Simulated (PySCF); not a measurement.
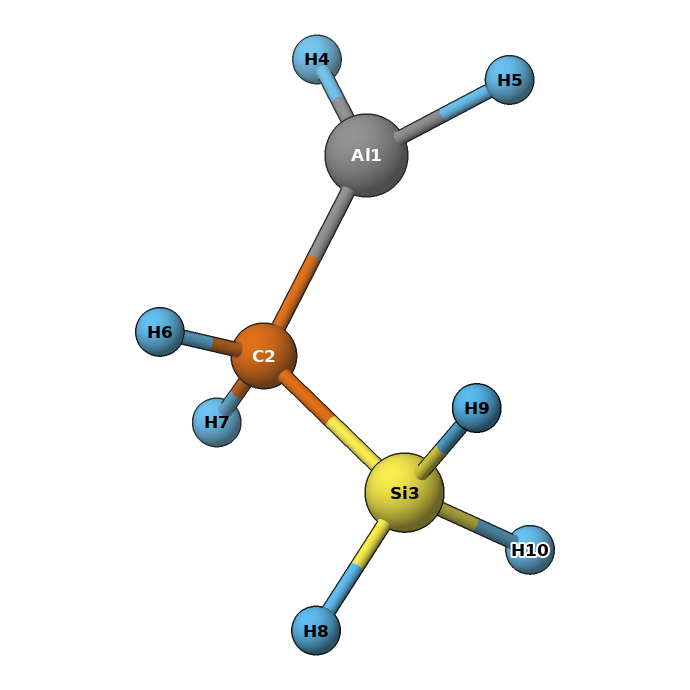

Computed geometry: GFN2-xTB optimisation. No frequency run is at hand to confirm it as a minimum. Method: delta-SCF UKS SCAN, pcX-2 on the ionised atom, pcseg-1 elsewhere, spin-free X2C (PySCF 2.14.0).

Give the core-electron binding energies (to vacuum; p and d levels without spin–orbit splitting) of Al1 1s, Al1 2p, C2 1s, Si3 1s, Si3 2p.

```csv
atom,level,binding energy (eV)
Al1,1s,1566.9
Al1,2p,80.6
C2,1s,289.6
Si3,1s,1846.3
Si3,2p,106.7
```

The geometry is semi-empirical. Around Al, Si such bond lengths and angles can be off by a tenth of an ångström or more and by several degrees, and values that hang on the shape move with them.
